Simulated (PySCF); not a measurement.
# C6H11NOS: the cost of one run

Computed with PySCF 2.14.0 and routines of our own; the level stands in each step. Atoms count from 0.

## 1. The starting structure

20 atoms, charge 0, multiplicity 1; geometry from: GFN2-xTB.

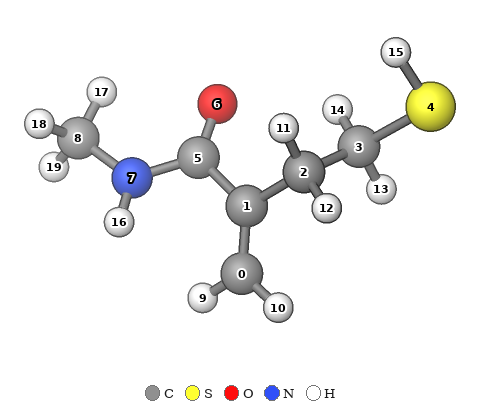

The starting geometry (carbon grey, sulfur yellow, oxygen red, nitrogen blue, hydrogen white).

## 2. Vibronic structure: TDDFT BHandHLYP/def2-SV(P)

Job settings and geometry (Å):

```
{"job": {"kind": "vib", "xc": "BHandHLYP", "basis": "def2-SV(P)", "tda": false}, "charge": 0, "multiplicity": 1}
C     -0.284778    -2.002660    -0.441757
C     -0.290941    -0.675879    -0.447638
C     -1.435554     0.128090    -0.997630
C     -2.334218     0.603455     0.142038
S     -3.764250     1.551521    -0.477072
C      0.800386     0.133301     0.184338
O      0.580800     1.149389     0.816481
N      2.047192    -0.347275    -0.021103
C      3.222740     0.294060     0.513325
H      0.506815    -2.579426     0.007456
H     -1.097581    -2.568614    -0.866858
H     -1.046596     1.001287    -1.527751
H     -2.018708    -0.477359    -1.694225
H     -2.763748    -0.245007     0.674069
H     -1.776715     1.226907     0.838792
H     -3.064244     2.596503    -0.911948
H      2.171949    -1.176915    -0.577487
H      2.892199     1.180495     1.052461
H      3.901135     0.589715    -0.288808
H      3.748970    -0.370911     1.200889
```

Level: TDDFT BHandHLYP/def2-SV(P) vertical-gradient vibronic structure (displaced harmonic oscillators, Condon), gas phase.

Command:

```console
OMP_NUM_THREADS=1 python excited_run.py task.json out
```

One launch serves the whole session: the jobs run in the order shown.

**Question.** How long does this first job take on 1 thread of Arm Neoverse V1, shared host, and how much memory does it need?

About 77 s, with a peak of 0.88 GiB.
